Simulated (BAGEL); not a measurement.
**C2H4O2Si (SMILES C=C1O[SiH2]O1), step by step**

Aim: a single-point energy (HF/def2-SV(P)), then the energy (NEVPT2(2,2)/def2-SV(P)), then the energy (CASPT2(2,2)/def2-SV(P)) of C2H4O2Si. 

The calculation is run with BAGEL 1.2.2.

1 further run of the same task is left out (set aside as unsound or not needed).

### 1 The molecule

The species is C2H4O2Si (9 atoms), meant as a singlet with charge 0. SMILES: `C=C1O[SiH2]O1`. The Si4–H9 distance was set to 2.365 Å, away from the relaxed value. At this shape a bond of the SMILES string is far longer than usual.

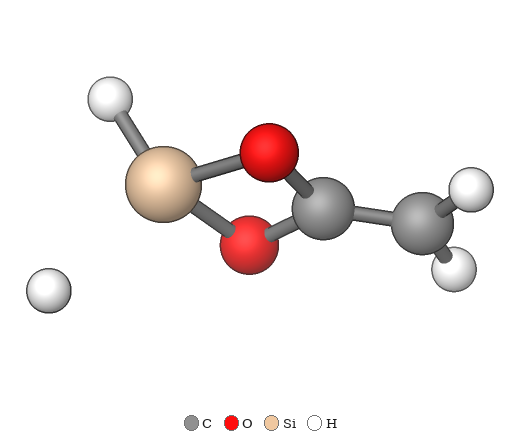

Viewed from a chosen angle; carbon grey, oxygen red, silicon light orange, hydrogen white.

### 2 A single-point energy at HF/def2-SV(P) (density fitting with svp-jkfit) (run 1)

Contents of job.json:

```json
{ "bagel" : [

{
  "title" : "molecule",
  "basis" : "def2-sv_p_.json",
  "df_basis" : "svp-jkfit",
  "geometry" : [
    { "atom" : "C", "xyz" : [     0.09604344,     3.10124844,    -3.44380665 ] },
    { "atom" : "C", "xyz" : [    -0.60315523,     1.25800958,    -1.91936459 ] },
    { "atom" : "O", "xyz" : [    -2.00627687,     1.42902979,     0.27479641 ] },
    { "atom" : "Si", "xyz" : [    -1.73188864,    -1.71566345,     0.53954704 ] },
    { "atom" : "O", "xyz" : [    -0.10351164,    -1.29387658,    -2.14461994 ] },
    { "atom" : "H", "xyz" : [    -0.44101672,     5.02177710,    -3.01842930 ] },
    { "atom" : "H", "xyz" : [     1.19964350,     2.67435931,    -5.10449797 ] },
    { "atom" : "H", "xyz" : [    -4.11502226,    -3.15015455,     0.27970970 ] },
    { "atom" : "H", "xyz" : [     0.66915202,    -3.13977996,     4.03059685 ] }
  ]
},

{
  "title" : "hf"
},

{
  "title" : "print",
  "file" : "orbitals.molden",
  "orbitals" : "true"
}

]}
```

The basis set def2-SV(P) is read from a file made from the Basis Set Exchange's data (not shown).

Started as:

```bash
$ BAGEL_NUM_THREADS=1 BAGEL job.json > job.out
```

The log of the run:

```text
* using 1 threads per process

  ===============================================================
  ===============================================================

  *** Geometry ***

  { "atom" : "C", "xyz" : [      0.096043,      3.101248,     -3.443807 ] },
  { "atom" : "C", "xyz" : [     -0.603155,      1.258010,     -1.919365 ] },
  { "atom" : "O", "xyz" : [     -2.006277,      1.429030,      0.274796 ] },
  { "atom" : "Si", "xyz" : [     -1.731889,     -1.715663,      0.539547 ] },
  { "atom" : "O", "xyz" : [     -0.103512,     -1.293877,     -2.144620 ] },
  { "atom" : "H", "xyz" : [     -0.441017,      5.021777,     -3.018429 ] },
  { "atom" : "H", "xyz" : [      1.199644,      2.674359,     -5.104498 ] },
  { "atom" : "H", "xyz" : [     -4.115022,     -3.150155,      0.279710 ] },
  { "atom" : "H", "xyz" : [      0.669152,     -3.139780,      4.030597 ] },

  Number of auxiliary basis functions:      504

  Since a DF basis is specified, we compute 2- and 3-index integrals:
    o Being stored without compression. Storage requirement is 0.027 GB

  Number of basis functions:       82
  Number of electrons      :       46

    * METHOD: MOLECULE                             0.28

  *** RHF ***

  === Nuclear Repulsion ===
   228.1727878432

      * DIIS with orbital gradients will be used.

  === RHF iteration (def2-sv_p_.json) ===
      0       -516.10861814          0.01955995           0.09
      1       -516.28714906          0.01160075           0.09
      2       -516.34779119          0.00158708           0.09
      3       -516.34978589          0.00056236           0.09
      4       -516.35002434          0.00015815           0.09
      5       -516.35005633          0.00005111           0.09
      6       -516.35005956          0.00003411           0.09
      7       -516.35006072          0.00000493           0.09
      8       -516.35006074          0.00000176           0.09
      9       -516.35006074          0.00000073           0.10
     10       -516.35006074          0.00000025           0.09
     11       -516.35006074          0.00000009           0.09
     12       -516.35006074          0.00000002           0.09
     13       -516.35006074          0.00000001           0.09
    * SCF iteration converged.

    * Permanent dipole moment:
           (    0.543475,     0.331467,     0.054377) a.u.

    * METHOD: HF                                   1.47

    * METHOD: PRINT                                0.01

  ===============================================================
```

Wall time 1.9 s (1 thread of Arm Neoverse V1, shared host); peak memory 0.15 GiB.

### 3 The energy at NEVPT2(2,2)/def2-SV(P) (density fitting with svp-jkfit) (run 2)

Contents of calc.json:

```json
{ "bagel": [

{
  "title": "molecule",
  "basis": "def2-sv_p_.json",
  "df_basis": "svp-jkfit",
  "angstrom": "false",
  "geometry": [
    { "atom": "C", "xyz": [     0.09604344,     3.10124844,    -3.44380665 ] },
    { "atom": "C", "xyz": [    -0.60315523,     1.25800958,    -1.91936459 ] },
    { "atom": "O", "xyz": [    -2.00627687,     1.42902979,     0.27479641 ] },
    { "atom": "Si", "xyz": [    -1.73188864,    -1.71566345,     0.53954704 ] },
    { "atom": "O", "xyz": [    -0.10351164,    -1.29387658,    -2.14461994 ] },
    { "atom": "H", "xyz": [    -0.44101672,     5.02177710,    -3.01842930 ] },
    { "atom": "H", "xyz": [     1.19964350,     2.67435931,    -5.10449797 ] },
    { "atom": "H", "xyz": [    -4.11502226,    -3.15015455,     0.27970970 ] },
    { "atom": "H", "xyz": [     0.66915202,    -3.13977996,     4.03059685 ] }
  ]
},

{
  "title": "hf"
},

{
  "title": "nevpt2",
  "nstate": 1,
  "nact": 2,
  "nclosed": 22,
  "active": [22, 24],
  "maxiter": 200,
  "natocc": "true",
  "ncore": 9
},

{
  "title": "print",
  "file": "orbitals.molden",
  "orbitals": "true"
}

]}
```

The basis set def2-SV(P) is read from a file made from the Basis Set Exchange's data (not shown).

Started as:

```bash
$ BAGEL_NUM_THREADS=1 BAGEL calc.json > calc.out
```

The log of the run:

```text
* using 1 threads per process

  ===============================================================
  ===============================================================

  *** Geometry ***

  { "atom" : "C", "xyz" : [      0.096043,      3.101248,     -3.443807 ] },
  { "atom" : "C", "xyz" : [     -0.603155,      1.258010,     -1.919365 ] },
  { "atom" : "O", "xyz" : [     -2.006277,      1.429030,      0.274796 ] },
  { "atom" : "Si", "xyz" : [     -1.731889,     -1.715663,      0.539547 ] },
  { "atom" : "O", "xyz" : [     -0.103512,     -1.293877,     -2.144620 ] },
  { "atom" : "H", "xyz" : [     -0.441017,      5.021777,     -3.018429 ] },
  { "atom" : "H", "xyz" : [      1.199644,      2.674359,     -5.104498 ] },
  { "atom" : "H", "xyz" : [     -4.115022,     -3.150155,      0.279710 ] },
  { "atom" : "H", "xyz" : [      0.669152,     -3.139780,      4.030597 ] },

  Number of auxiliary basis functions:      504

  Since a DF basis is specified, we compute 2- and 3-index integrals:
    o Being stored without compression. Storage requirement is 0.027 GB

  Number of basis functions:       82
  Number of electrons      :       46

    * METHOD: MOLECULE                             0.27

  *** RHF ***

  === Nuclear Repulsion ===
   228.1727878432

      * DIIS with orbital gradients will be used.

  === RHF iteration (def2-sv_p_.json) ===
      0       -516.10861814          0.01955995           0.09
      1       -516.28714906          0.01160075           0.09
      2       -516.34779119          0.00158708           0.09
      3       -516.34978589          0.00056236           0.10
      4       -516.35002434          0.00015815           0.10
      5       -516.35005633          0.00005111           0.10
      6       -516.35005956          0.00003411           0.09
      7       -516.35006072          0.00000493           0.09
      8       -516.35006074          0.00000176           0.09
      9       -516.35006074          0.00000073           0.09
     10       -516.35006074          0.00000025           0.09
     11       -516.35006074          0.00000009           0.09
     12       -516.35006074          0.00000002           0.09
     13       -516.35006074          0.00000001           0.09
    * SCF iteration converged.

    * Permanent dipole moment:
           (    0.543475,     0.331467,     0.054377) a.u.

    * METHOD: HF                                   1.51

    * freezing 9 orbitals
  ---------------------------
      CASSCF calculation
  ---------------------------

    ==== Active orbitals : =====
         Orbital 22
         Orbital 24
    ============================

    * nstate   :      1
    * nclosed  :     22
    * nact     :      2
    * nvirt    :     58
  === CASSCF iteration (def2-sv_p_.json) ===

    * Using the second-order algorithm

      0  0      -516.36347259     1.70e-03      0.03

      1  0      -516.38468318     1.83e-03      0.45

      2  0      -516.38979448     5.36e-04      0.47

      3  0      -516.39001777     1.52e-04      0.48

      4  0      -516.39002897     3.90e-05      0.46

      5  0      -516.39002962     9.58e-06      0.49

      6  0      -516.39002965     2.33e-06      0.50

      7  0      -516.39002966     5.64e-07      0.49

      8  0      -516.39002966     1.37e-07      0.43

      9  0      -516.39002966     3.31e-08      0.41

     10  0      -516.39002966     8.00e-09      0.37

    * Second-order optimization converged. *

     guess   0:   closed 1.                   open ..

  === FCI iteration ===

      0  0      -516.34760210     7.32e-02      0.00
      1  0      -516.38990868     3.51e-03      0.00
      2  0 *    -516.39002966     5.58e-16      0.00

     * ci vector, state   0, <S^2> = 0.0000
       2.     0.9604334256
       .2    -0.2785096675

  === DF-NEVPT2 calculation ===

    * 3-index integral transformation done
    * assembly done

      NEVPT2 correlation energy:   -0.6694629998      0.19

          (+0)     -0.6391740110
          (+0)'    -0.0035976676
          (+1)     -0.0123193278
          (+1)'    -0.0000000000
          (+2)     -0.0002654719
          (-1)     -0.0128083150
          (-1)'     0.0000000000
          (-2)     -0.0012982065

      NEVPT2 total energy:       -517.0594926564

    * METHOD: NEVPT2                               5.14

    * METHOD: PRINT                                0.01

  ===============================================================
```

Wall time 7.2 s (1 thread of Arm Neoverse V1, shared host); peak memory 0.15 GiB.

### 4 The energy at CASPT2(2,2)/def2-SV(P) (density fitting with svp-jkfit) (run 3)

Contents of input.json:

```json
{ "bagel" : [

{
  "title" : "molecule",
  "basis" : "def2-sv_p_.json",
  "df_basis" : "svp-jkfit",
  "angstrom" : "false",
  "geometry" : [
    { "atom" : "C", "xyz" : [  0.09604344,  3.10124844, -3.44380665 ] },
    { "atom" : "C", "xyz" : [ -0.60315523,  1.25800958, -1.91936459 ] },
    { "atom" : "O", "xyz" : [ -2.00627687,  1.42902979,  0.27479641 ] },
    { "atom" : "Si", "xyz" : [ -1.73188864, -1.71566345,  0.53954704 ] },
    { "atom" : "O", "xyz" : [ -0.10351164, -1.29387658, -2.14461994 ] },
    { "atom" : "H", "xyz" : [ -0.44101672,  5.02177710, -3.01842930 ] },
    { "atom" : "H", "xyz" : [  1.19964350,  2.67435931, -5.10449797 ] },
    { "atom" : "H", "xyz" : [ -4.11502226, -3.15015455,  0.27970970 ] },
    { "atom" : "H", "xyz" : [  0.66915202, -3.13977996,  4.03059685 ] }
  ]
},
{ "title" : "hf" },
{ "title" : "casscf", "nstate" : 1, "nact" : 2, "nclosed" : 22, "active" : [22, 24], "maxiter" : 200, "natocc" : "true" },
{ "title" : "print", "file" : "orbitals.molden", "orbitals" : "true" },
{ "title" : "smith", "method" : "caspt2", "ms" : "true", "xms" : "true", "sssr" : "true", "shift" : 0.2, "shift_imag" : "true", "ncore" : 9 }

]}
```

The basis set def2-SV(P) is read from a file made from the Basis Set Exchange's data (not shown).

Started as:

```bash
$ BAGEL_NUM_THREADS=1 BAGEL input.json > input.out
```

The log of the run:

```text
* using 1 threads per process

  ===============================================================
  ===============================================================

  *** Geometry ***

  { "atom" : "C", "xyz" : [      0.096043,      3.101248,     -3.443807 ] },
  { "atom" : "C", "xyz" : [     -0.603155,      1.258010,     -1.919365 ] },
  { "atom" : "O", "xyz" : [     -2.006277,      1.429030,      0.274796 ] },
  { "atom" : "Si", "xyz" : [     -1.731889,     -1.715663,      0.539547 ] },
  { "atom" : "O", "xyz" : [     -0.103512,     -1.293877,     -2.144620 ] },
  { "atom" : "H", "xyz" : [     -0.441017,      5.021777,     -3.018429 ] },
  { "atom" : "H", "xyz" : [      1.199644,      2.674359,     -5.104498 ] },
  { "atom" : "H", "xyz" : [     -4.115022,     -3.150155,      0.279710 ] },
  { "atom" : "H", "xyz" : [      0.669152,     -3.139780,      4.030597 ] },

  Number of auxiliary basis functions:      504

  Since a DF basis is specified, we compute 2- and 3-index integrals:
    o Being stored without compression. Storage requirement is 0.027 GB

  Number of basis functions:       82
  Number of electrons      :       46

    * METHOD: MOLECULE                             0.28

  *** RHF ***

  === Nuclear Repulsion ===
   228.1727878432

      * DIIS with orbital gradients will be used.

  === RHF iteration (def2-sv_p_.json) ===
      0       -516.10861814          0.01955995           0.09
      1       -516.28714906          0.01160075           0.09
      2       -516.34779119          0.00158708           0.09
      3       -516.34978589          0.00056236           0.09
      4       -516.35002434          0.00015815           0.09
      5       -516.35005633          0.00005111           0.09
      6       -516.35005956          0.00003411           0.09
      7       -516.35006072          0.00000493           0.09
      8       -516.35006074          0.00000176           0.09
      9       -516.35006074          0.00000073           0.09
     10       -516.35006074          0.00000025           0.09
     11       -516.35006074          0.00000009           0.09
     12       -516.35006074          0.00000002           0.09
     13       -516.35006074          0.00000001           0.09
    * SCF iteration converged.

    * Permanent dipole moment:
           (    0.543475,     0.331467,     0.054377) a.u.

    * METHOD: HF                                   1.44

  ---------------------------
      CASSCF calculation
  ---------------------------

    ==== Active orbitals : =====
         Orbital 22
         Orbital 24
    ============================

    * nstate   :      1
    * nclosed  :     22
    * nact     :      2
    * nvirt    :     58
  === CASSCF iteration (def2-sv_p_.json) ===

    * Using the second-order algorithm

      0  0      -516.36347259     1.70e-03      0.03

      1  0      -516.38468318     1.83e-03      0.45

      2  0      -516.38979448     5.36e-04      0.47

      3  0      -516.39001777     1.52e-04      0.47

      4  0      -516.39002897     3.90e-05      0.45

      5  0      -516.39002962     9.58e-06      0.49

      6  0      -516.39002965     2.33e-06      0.47

      7  0      -516.39002966     5.64e-07      0.49

      8  0      -516.39002966     1.37e-07      0.43

      9  0      -516.39002966     3.31e-08      0.41

     10  0      -516.39002966     8.00e-09      0.38

    * Second-order optimization converged. *

     guess   0:   closed 1.                   open ..

  === FCI iteration ===

      0  0      -516.34760210     7.32e-02      0.00
      1  0      -516.38990868     3.51e-03      0.00
      2  0 *    -516.39002966     5.58e-16      0.00

     * ci vector, state   0, <S^2> = 0.0000
       2.     0.9604334256
       .2    -0.2785096675

    * METHOD: CASSCF                               4.76

    * METHOD: PRINT                                0.01

  === SMITH program ===

    * freezing 9 orbitals

    * Approximate memory requirement for SMITH calulation per MPI process:
      o Storage requirement for T-amplitude, lambda, and residual is 0.02 GB
      o Storage requirement for MO integrals is 0.01 GB
    * Calculating and saving rdm4f

    * Zeroth order energy : state  0       -0.6914334947

    * CASPT2 iteration is performed using orthogonal basis

      -------------------------------------------  CASPT2 iteration  ---------------------------------------------------
       #      aibj      arbs      arbi      airj      risj      airs      arst      rist         Etot      error   time
      ------------------------------------------------------------------------------------------------------------------

       0  -0.63712  -0.00171  -0.01330  -0.01340  -0.00042  -0.00334  -0.00000  -0.00000   -0.6692877  0.0005774   0.11
       1  -0.63719  -0.00172  -0.01332  -0.01350  -0.00043  -0.00338   0.00000  -0.00000   -0.6695404  0.0000794   0.10
       2  -0.63719  -0.00172  -0.01332  -0.01350  -0.00043  -0.00338  -0.00000  -0.00000   -0.6695446  0.0000148   0.09
       3  -0.63719  -0.00172  -0.01332  -0.01350  -0.00044  -0.00338  -0.00000  -0.00000   -0.6695447  0.0000027   0.10
       4  -0.63719  -0.00172  -0.01332  -0.01350  -0.00044  -0.00338   0.00000  -0.00000   -0.6695447  0.0000004   0.10

      ------------------------------------------------------------------------------------------------------------------

    * CASPT2 energy : state  0     -517.0627355664
        w/o shift correction       -517.0595743795
        reference weight              0.8273641383

    * METHOD: SMITH                                0.81

  ===============================================================
```

Run time: 7.5 s. Hardware: 1 thread of Arm Neoverse V1, shared host; peak memory 0.2 GiB.

### 5 Outcome

| quantity | value |
| --- | --- |
| run 1, HF/def2-SV(P): total energy | -516.35006 Eh |
| run 1, HF/def2-SV(P): dipole moment | 1.62 D |
| run 1, HF/def2-SV(P): HOMO energy | -9.53 eV |
| run 1, HF/def2-SV(P): LUMO energy | 1.01 eV |
| run 1, HF/def2-SV(P): HOMO–LUMO gap | 10.55 eV |
| run 2, NEVPT2(2,2)/def2-SV(P): total energy | -517.05949 Eh |
| run 3, CASPT2(2,2)/def2-SV(P): total energy | -517.06274 Eh |
